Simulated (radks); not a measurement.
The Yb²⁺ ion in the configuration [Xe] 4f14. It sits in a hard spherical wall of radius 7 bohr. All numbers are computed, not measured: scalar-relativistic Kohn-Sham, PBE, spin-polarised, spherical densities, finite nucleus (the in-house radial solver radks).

```
Z 70
configuration [Xe] 4f14 6s0 5d0 6p0
relativity scalar-relativistic
functional pbe,pbe
spin polarised
nucleus finite rms 5.3108 fm
wall 7 bohr
c 137.035999084
```

Launched within a batch that task.json describes:
```bash
python run_ks.py task.json out
```

Wanted: the number of electrons inside radius r (solid) and the radial density 4πr²ρ (dashed).

The count levels off at 68 electrons. Half of them lie within 0.397 bohr, 90 % within 1.22 bohr and 99 % within 2.27 bohr. The radial density has minima at 0.0257, 0.110 and 0.322 bohr, where the count stands at 1.9, 11.1 and 29.7; these part the shells that the density resolves.

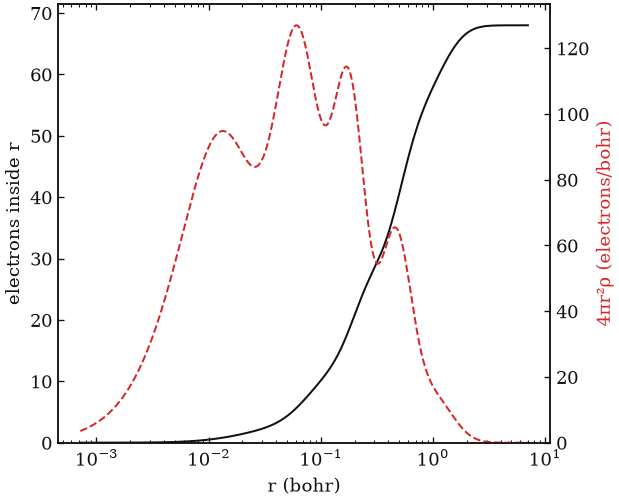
